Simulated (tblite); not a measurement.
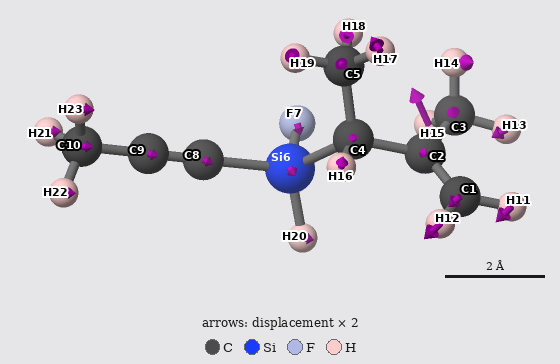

A relaxation of C8H13FSi. The starting structure is drawn; purple arrows show the displacements, 2 times their true length. The two geometries are superimposed by the best rigid fit.

The picture is a ball-and-stick view, seen face on.

Theory: GFN2-xTB geometry optimisation, gas phase in tblite 0.8.0. 

**Atoms of which element are displaced furthest, and by how much?**

Hydrogen: up to 0.47 Å, against 0.18 Å for carbon.

**What happened in the run?**

The largest move after the best rigid fit is that of H15, 0.47 Å. Largest moves by element: H 0.47 Å, C 0.18 Å, F 0.13 Å, Si 0.11 Å. Near-neighbour distances that change, for instance: Si6–C8 1.892 → 1.840 Å, C2–C4 1.537 → 1.503 Å, Si6–H20 1.482 → 1.455 Å, C4–C5 1.555 → 1.531 Å. Bond angles that change, for instance: F7–Si6–H20 109.3° → 104.4°, C2–C4–Si6 114.5° → 110.6°, C4–Si6–H20 110.2° → 113.8°. After 103 geometry steps the energy has fallen by 15.4 kJ/mol.
